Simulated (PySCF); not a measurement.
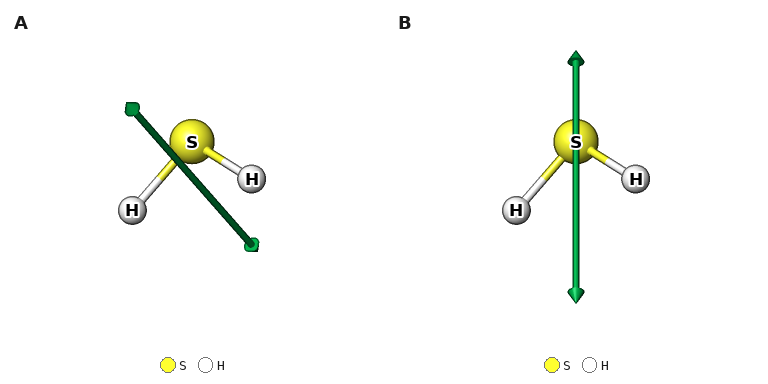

The double arrows show the directions of two transition dipoles from the ground state (lengths mean nothing). The geometry was computed by an optimisation with GFN2-xTB. No frequency run is at hand to confirm it as a minimum. Properties computed with TDDFT ωB97X-D/def2-SVPD, vertical, gas phase, core orbitals frozen in the response (PySCF 2.14.0).

> One belongs to singlet state 6 and one to singlet state 7. Which is which?

A: state 6, 9.24 eV (134 nm), oscillator strength 0.14, mainly HOMO → LUMO+5 (weight 0.79); polarised normal to the molecular plane.
B: state 7, 9.43 eV (131 nm), oscillator strength 0.14, mainly HOMO−1 → LUMO (weight 0.90); polarised in the molecular plane.
